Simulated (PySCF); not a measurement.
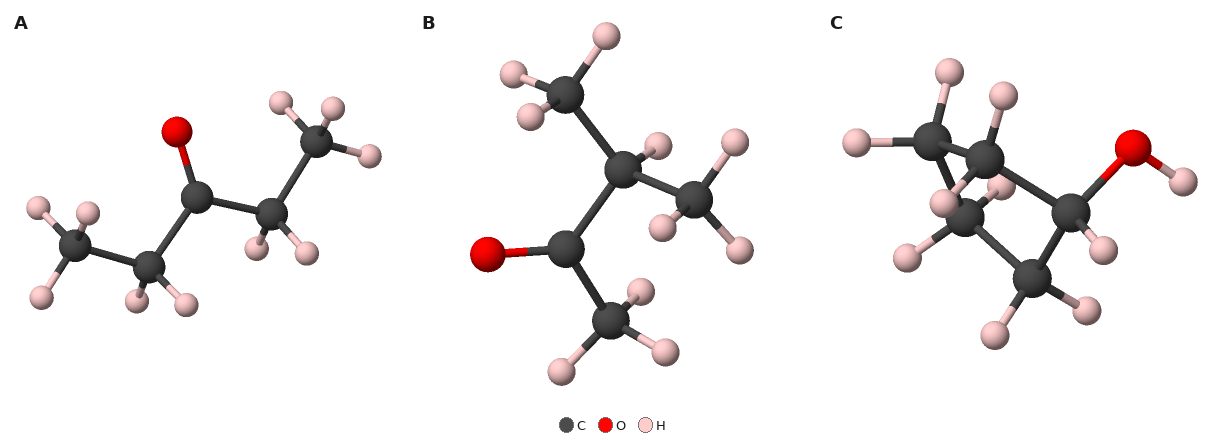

(Drawn from a calculation with PySCF.)

Match each picture to its SMILES.
(1) CCC(=O)CC
(2) CC(=O)C(C)C
(3) OC1CCCC1

Answer. A is (1), B is (2), C is (3).
